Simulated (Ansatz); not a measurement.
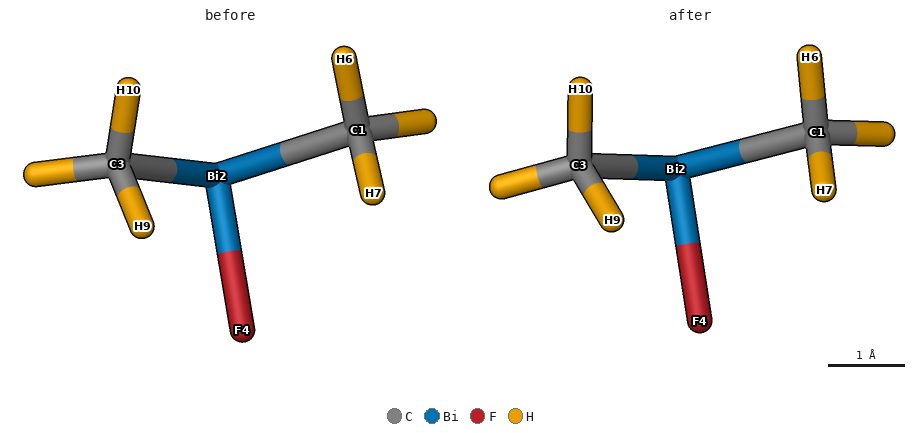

The structure of C$_{2}$H$_{6}$BiF before (left) and after (right) a relaxation, at one scale.

A stick model, seen at a tilt.

The start comes from PBE-D4/def2-SVP.

All numbers below come from RKS PBE0-D4/def2-TZVP (Ansatz 0.2.0). Settings: force threshold 0.005 eV/Å; at most 150 steps.

What changed between the two?

The energy falls by 8.12 kJ/mol in 8 geometry steps. Largest force component: 0.78 eV/Å at the start, 0.0033 eV/Å at the end. The largest move after the best rigid fit is that of an H atom, 0.18 Å. Largest moves by element: H 0.18 Å, F 0.15 Å, Bi 0.10 Å, C 0.04 Å. Some distances before and after: Bi–C 2.291 → 2.238 Å, Bi–F 2.076 → 2.033 Å, C–H 1.108 → 1.090 Å.
